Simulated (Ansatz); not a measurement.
# Lattice dynamics of CaI2 monolayer (1T), part 2 of 3

Task: relax CaI2 monolayer (1T), then find its harmonic phonons.

Ansatz 0.2.0; DFT LDA, scalar-relativistic, plane waves, PAW.

So far. Step 2 (Relaxation): The program solves this slab on a cell height of its own, 30.4 Å, in place of the one typed.

### 3. Bringing the structure to rest

The relaxation is repeated from its end on the same settings, as a check that it has come to rest.

File input.yaml:

```yaml
crystal:
  lattice:
    - [4.3465936032, 0.0, 0.0]
    - [-2.1732968016, 3.7642604803, 0.0]
    - [0.0, 0.0, 30.4]
  atoms:
    - { symbol: Ca, position: [0.0, 0.0, 0.3289473684] }
    - { symbol: I, position: [0.3333333333, 0.6666666667, 0.3866177762] }
    - { symbol: I, position: [0.6666666667, 0.3333333333, 0.2712769607] }
  periodic: [true, true, false]
kpoints:
  mp_grid: { grid: [6, 6, 1] }
hamiltonian:
  xc: lda
scf:
  occupations: { method: gaussian, width: 0.02 }
output:
  forces: true
  stress: true
  eigenvalues: true
relax:
  adjacent_minimum: "off"
  f_tol: 0.005
  max_steps: 80
  cell: { stress_2d_tol: 0.02 }
```

Started as:

```
$ ansatz run input.yaml --threads 8 --pin off --max-ram 14336MiB --backend cpu --events-out ev --progress --plain --runs-dir out
```

Numbers of over 12 decimals in the logs are rounded to 6 here.

Log:

```text
[...]
Crystal: 3 atoms, lattice volume = 497.396 Å³
Basis set: ecut = 420 eV, 9779 PW (Γ)
Bands: 27, of which v1, the nominal top of the filled ones, is band 22 counted from 1 (21 counted from 0)
Symmetry: 12 space group operations
[...]
k-points: 7 of 36
[...]
--- Relaxed structure (1 steps of the walk, 1 accepted, 1 SCFs on fresh bases) ---
[...]
cell:  # Å, volume = 497.3960 Å³
    - [4.346594, 0.0, 0.0]
    - [-2.173297, 3.764260, 0.0]
    - [0.0, 0.0, 30.4]
  atoms:
    - { symbol: Ca, position: [0.0, 0.0, 0.328947] }
    - { symbol: I, position: [0.333333, 0.666667, 0.386618] }
    - { symbol: I, position: [0.666667, 0.333333, 0.271277] }
[key lines of the parts left out:]
SCF converged after 6 iterations
Free energy (F): -16489.148510 eV
Fermi energy:    -4.964136 eV
P = ½ c Tr σ = -0.0066 N/m
```

Wall time 2.5 s (8 threads of Arm Neoverse V2, shared host); peak memory 0.83 GiB; 17 s of CPU time.

Little changed from the start: no atom moved by 0.005 Å and no cell edge by 0.1 %.

### 4. Relaxing to small forces for the phonons

Phonons need a cell at rest on their own settings, so the relaxation is repeated with tight tolerances on forces and stress, using the mesh and the filling of the phonon run that follows.

input.yaml: that of step 3 with these lines changed.

```diff
@@ -15,3 +15,3 @@
 scf:
-  occupations: { method: gaussian, width: 0.02 }
+  occupations: { method: fixed }
 output:
@@ -22,4 +22,4 @@
   adjacent_minimum: "off"
-  f_tol: 0.005
-  max_steps: 80
-  cell: { stress_2d_tol: 0.02 }
+  f_tol: 0.001
+  max_steps: 60
+  cell: { stress_2d_tol: 0.002 }
```

Log:

```text
[...]
Crystal: 3 atoms, lattice volume = 497.396 Å³
Basis set: ecut = 420 eV, 9779 PW (Γ)
Bands: 27, of which v1, the nominal top of the filled ones, is band 22 counted from 1 (21 counted from 0)
Symmetry: 12 space group operations
[...]
k-points: 7 of 36
[...]
--- Relaxed structure (3 steps of the walk, 3 accepted, 1 SCFs on fresh bases) ---
[...]
cell:  # Å, volume = 497.2876 Å³
    - [4.346120, 0.0, 0]
    - [-2.173060, 3.763850, 0]
    - [0, 0, 30.4]
  atoms:
    - { symbol: Ca, position: [0, 0, 0.328947] }
    - { symbol: I, position: [0.333333, 0.666667, 0.386615] }
    - { symbol: I, position: [0.666667, 0.333333, 0.271280] }
[key lines of the parts left out:]
SCF converged after 10 iterations
Free energy (F): -16489.148506 eV
Fermi energy:    -6.735787 eV
P = ½ c Tr σ = -0.0010 N/m
```

Wall time 4.3 s (8 threads); peak memory 0.85 GiB.

Little changed from the start: no atom moved by 0.005 Å and no cell edge by 0.1 %.

This step gave:

```yaml
direct_gap_on_mesh: 4.278 eV
area_per_atom: 5.453 Å²
```

The largest force component left is 0.25 meV/Å, within the tolerances set.

### 5. Linear response at the zone centre

The zone centre comes first: it holds the modes that light can see, as far as symmetry allows. The response to a homogeneous field gives the Born charges and the dielectric tensor, and its change with displacement the Raman tensors.

File input.yaml:

```yaml
crystal:
  lattice:
    - [4.3461199407, 0.0, 0.0]
    - [-2.1730599703, 3.7638502765, 0.0]
    - [0.0, 0.0, 30.4]
  atoms:
    - { symbol: Ca, position: [0.0, 0.0, 0.3289473684] }
    - { symbol: I, position: [0.3333333333, 0.6666666667, 0.3866146133] }
    - { symbol: I, position: [0.6666666667, 0.3333333333, 0.2712801236] }
  periodic: [true, true, false]
kpoints:
  mp_grid: { grid: [6, 6, 1] }
hamiltonian:
  xc: lda
scf:
  occupations: { method: fixed }
output:
  eigenvalues: true
phonons:
  method: dfpt
  dielectric: true
  raman: true
```

Log:

```text
Warning: phonons.dielectric: true without phonons.rigid_motions: the static dielectric tensor ε⁰ will be withheld (ε∞, Z* and the rows of modes are given); for a crystal or a slab, whose only rigid motions are the translations, set phonons.rigid_motions: translations
Warning: crystal.symmetry: narrowed to the stabiliser of the run's FFT grids — unitary ops 12 → 6. A phonons.method: dfpt run fills in the rows of the dynamical matrix that it does not solve by its symmetry operations, which is exact only for operations that map its FFT grids onto themselves: filled in by any other, the frequencies could depend on the order in which like atoms are typed, or, by more than the grids' own error, on where the crystal sits among the grids' points. Excluded: 6 operations. The run can therefore solve more perturbations, solve them on more k-points, or both, and cost more. [rest of the remark cut]
[...]
Crystal: 3 atoms, lattice volume = 497.288 Å³
Basis set: ecut = 420 eV, 9779 PW (Γ), exchange–correlation on 60×60×432 points (8 copies of the dense FFT grid, shifted against one another)
Bands: 27, of which v1, the nominal top of the filled ones, is band 22 counted from 1 (21 counted from 0)
Symmetry: 12 space group operations
k-points: 13 of 36 (irreducible under 2 space group operations, time reversal used)
[...]
SCF iter   1: F=—  HF=-16489.149575 eV  |F-HF|=—  |Δ(HF+E_count)|=         —  Δρ=2.06e-3  dr2=1.10e-2  ethr=1.77e-3  ⟨swp⟩=11.8  Hψ=2443  notcnv=0  defer=33
[...]
SCF iter   9: F=-16489.148485 eV  HF=-16489.148485 eV  |F-HF|=3.64e-11  |Δ(HF+E_count)|=   2.44e-9  Δρ=3.18e-8  dr2=6.71e-12  ethr=1.00e-12  ⟨swp⟩=29.9  Hψ=4443  notcnv=0
SCF 1 converged in 9 iterations: F = -16489.148485 eV  dr2 = 6.71e-12
[...]
DFPT response loops at Γ: preconditioner auto → none (the input reference at scf.mixing.eps_inf says where Resta's filter doesn't serve); β = 0.50; Broyden in place of MSR1
── the response to a field inside a basis, on 8×8×1 k-points: an SCF that follows is theirs, and a resumed run solves both again ──
Bands: 23, of which v1, the nominal top of the filled ones, is band 22 counted from 1 (21 counted from 0)
k-points: 20 of 64 (irreducible under 2 space group operations, time reversal used)
[...]
Eigensolver: Dense (20 Hₖ)
SCF iter   1: F=—  HF=-16489.142580 eV  |F-HF|=—  |Δ(HF+E_count)|=         —  Δρ=3.36e-5  dr2=1.43e-6  ethr=1.00e-1
[...]
SCF iter   5: F=-16489.142582 eV  HF=-16489.142582 eV  |F-HF|=1.71e-10  |Δ(HF+E_count)|=   1.67e-9  Δρ=1.22e-7  dr2=5.67e-11  ethr=2.59e-12
SCF 1 converged in 5 iterations: F = -16489.142582 eV  dr2 = 5.67e-11
[...]
SCF converged after 9 iterations
Free energy (F): -16489.148485 eV
[...]
Internal energy: -16489.148485 eV  (E = F + TS)
E sigma→0 (E₀):  -16489.148485 eV
Fermi energy:    -6.735800 eV
[...]
--- Band table (eV; the first three rows and the last of 13) ---
  k-point 0: bands = [... 18 lower, -7.4782, -7.2937, -6.7358, -6.7358, -2.3264, -2.2470, -2.2470, -1.8818, ... 1 higher]
  k-point 1: bands = [... 18 lower, -7.5085, -7.4662, -7.1039, -6.9391, -2.5679, -1.9365, -1.9250, -1.5079, ... 1 higher]
  k-point 2: bands = [... 18 lower, -8.0430, -7.5608, -7.3102, -7.2945, -3.0161, -1.5360, -1.3868, -1.0017, ... 1 higher]
  k-point 12: bands = [... 18 lower, -8.0054, -7.8022, -7.7122, -7.4865, -2.6447, -1.7023, -1.2271, -0.8783, ... 1 higher]
--- Phonons (Γ-DFPT): 6 representative perturbations + reference, on 13 of 36 k-points (Σ response iterations 27) ---
  ASR residual: 8.247e-5 → 0.000e0 eV/Å²; symmetrization residual: 7.804e-5 eV/Å²
  The last average, over the group as it would stand without the narrowing to the FFT grids, took up to 6.238e-6 eV/Å² of the zone centre's force constants
  ASR residual per site (eV/Å²): 8.25e-5 1.43e-5 2.57e-5
  Γ frequencies (cm⁻¹): 0.00 0.00 0.00 71.47 71.47 92.07 166.95 166.95 234.79
  ε∞ (high-frequency dielectric tensor):
        1.707116     0.000000     0.000000
        0.000000     1.707116    -0.000000
        0.000000    -0.000000     1.170256
  α∞ (the layer's polarisability for a field applied outside it; Å, Gaussian; ε∞ is over the cell's 30.400 Å):
        1.710624     0.000000     0.000000
        0.000000     1.710624    -0.000000
        0.000000    -0.000000     0.411875
  ε⁰ (static dielectric tensor): not given — the deck does not say what the cell's rigid motions are, and on a molecule in a box or a wire the rigid rotations would enter the sum over the modes at Γ. For a crystal or a slab, whose only rigid motions are the translations, set phonons.rigid_motions: translations.
  Born effective charges Z* (e; rows j = field, columns β = displacement):
    site 0:
         2.42151    0.00000    0.00000
         0.00000    2.42151   -0.00000
        -0.00000   -0.00000    0.41182
    site 1:
        -1.21075   -0.00000   -0.00000
        -0.00000   -1.21075    0.00000
         0.00000    0.00000   -0.20591
    site 2:
        -1.21075   -0.00000   -0.00000
        -0.00000   -1.21075    0.00000
         0.00000    0.00000   -0.20591
  Z* charge neutrality: 1.513e-3 e pre-enforcement
  solved inside a basis spanned on kpoints, on 8×8×1 k-points: ε∞ is read to err by 2.9e-3, Z* by 1.8e-2 e (field_mesh: kpoints solves on kpoints); Z* is corrected for what the basis lacks
  Raman tensors (in the event stream and the table raman_tensors.tsv): an entry may err by 2.5e-1 Å², one of the second-order susceptibility by 4.3e-21 pm/V (basis, points and sum rule); their sum over the sites missed zero by 2.220e-16 Å² ahead of its enforcement
  optical modes at Γ without the LO–TO term, one row a degenerate level:
      ω (cm⁻¹)  modes    IR ((D/Å)²/amu)  static Raman (Å⁴/amu)  depolarisation
         71.47      2             0.0000                 1.3763           0.750
         92.07      1             0.0000                 1.3111           0.009
        166.95      2             7.8168                 0.0000               —
        234.79      1             0.1130                 0.0000               —
```

Run time: 2.4 min. Hardware: 8 threads; peak memory 2.5 GiB.

In the SCF lines HF is the Harris–Foulkes energy and dr2 the Hartree energy of the density residual, in eV; the loop may stop once dr2 is under the threshold and the program's other checks hold. Hψ counts applications of the Hamiltonian.

This step gave:

| Quantity | Value |
| --- | --- |
| sum-rule residual before enforcement | 8.25e-5 eV/Å² |
| miss of the charge sum rule | 0.001513 e |
| estimated error of the dielectric tensor | 0.002870 |
| estimated error of the Born charges | 0.01847 e |
| point group | -3m |
| highest optical mode at the zone centre (no LO-TO term) | 234.8 cm⁻¹ |
| lowest optical zone-centre mode | 71.47 cm⁻¹ |
| largest Born charge (third of the trace) | 1.752 e |

Without the LO-TO term. Patterns of degenerate modes are one choice out of their space. The modes at Γ (shares of kinetic energy by element, %):

| mode | frequency (cm⁻¹) | symmetry | Ca % | I % |
| --- | --- | --- | --- | --- |
| 1 | 0.0 | acoustic | 14 | 86 |
| 2 | 0.0 | acoustic | 14 | 86 |
| 3 | 0.0 | acoustic | 14 | 86 |
| 4 | 71.5 | Eg | 0 | 100 |
| 5 | 71.5 | Eg | 0 | 100 |
| 6 | 92.1 | A1g | 0 | 100 |
| 7 | 166.9 | Eu | 86 | 14 |
| 8 | 166.9 | Eu | 86 | 14 |
| 9 | 234.8 | A2u | 86 | 14 |

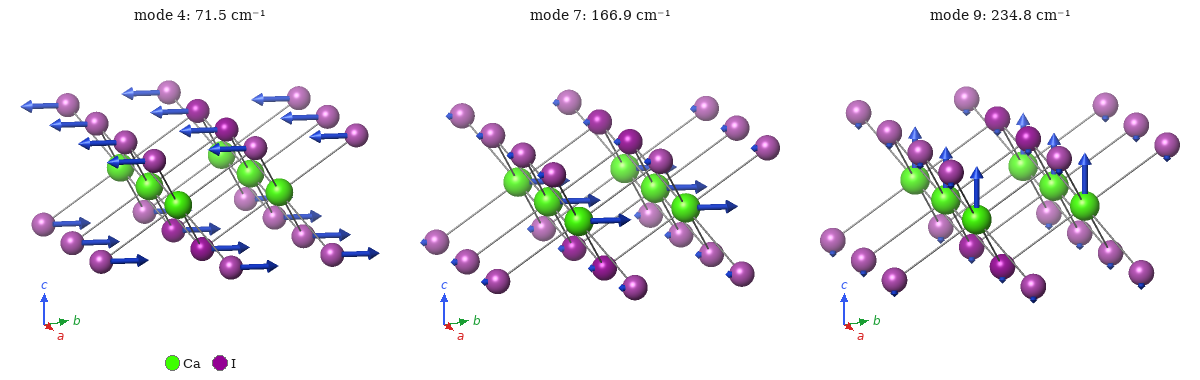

Displacement patterns of modes 4, 7 and 9 at Γ; arrows are exaggerated. 2×1×1 cells are drawn. Some periodic images of atoms are drawn too.

High-frequency dielectric tensor, averaged over the cell of height 30.4 Å or as lengthened by the program, vacuum included. Tensor:

|  | x | y | z |
| --- | --- | --- | --- |
| x | 1.707 | 0 | 0 |
| y | 0 | 1.707 | 0 |
| z | 0 | 0 | 1.17 |

Born charge (rows field, columns displacement) (e), principal values of the symmetric part by kind of site:

| atom | atoms with these values | low | middle | high | mean |
| --- | --- | --- | --- | --- | --- |
| Ca1 | 1 | 0.41 | 2.42 | 2.42 | 1.75 |
| I2 | 2 | -1.21 | -1.21 | -0.21 | -0.88 |

In full for I2:

```
-1.21  0.00  0.00
 0.00 -1.21  0.00
 0.00  0.00 -0.21
```

Transverse modes. Lines of the infrared spectrum (strongest = 100):

| position (cm⁻¹) | label | relative intensity |
| --- | --- | --- |
| 72 | Eg | 0.0 |
| 92 | A1g | 0.0 |
| 167 | Eu | 100 |
| 235 | A2u | 1.4 |

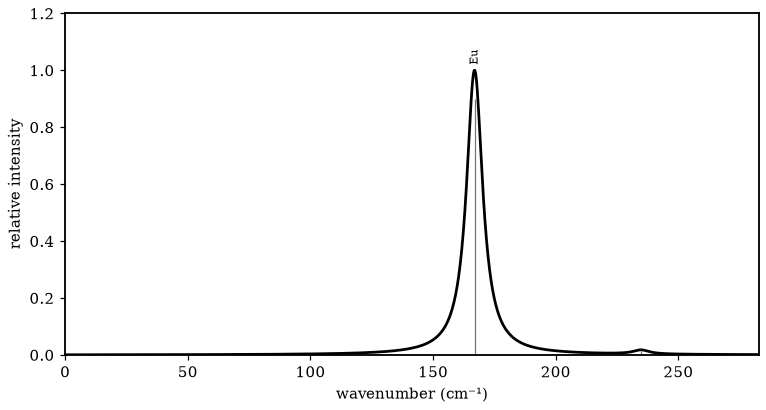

The infrared spectrum, broadened with Lorentzians of width 8 cm⁻¹; bars mark the lines.

Activity x (w_L - w)^4 (n + 1)/w, 532 nm, 300 K. Raman lines, with heights relative to the strongest:

| position (cm⁻¹) | label | relative intensity |
| --- | --- | --- |
| 72 | Eg | 100 |
| 92 | A1g | 60 |
| 167 | Eu | 0.0 |
| 235 | A2u | 0.0 |

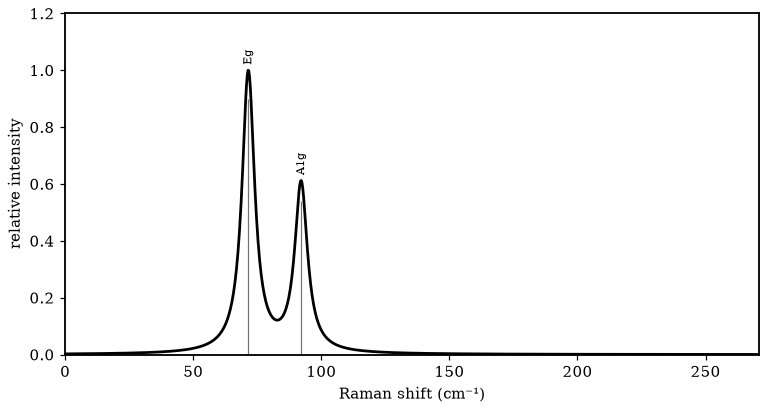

The Raman spectrum, broadened with Lorentzians of width 6 cm⁻¹; bars mark the lines.

Before it was imposed, the acoustic sum rule was missed by 8.2e-5 eV/Å² and the charge sum rule by 0.0015 e. Small misses are needed for a sound result but don't prove that mesh and cutoff are converged. The lowest optical mode is real, 71.5 cm⁻¹.

(Part 2 of 3 ends here.)

[Logs are printed without paths, hosts, clocks, repeated set-up lines and the standing remarks that a program may print on its own settings, such as how far it seeks lower states.]

[Hosts, paths, dates, database ids (printed as entryN), source tags and the programs' standing remarks are cut or masked in the printed files.]
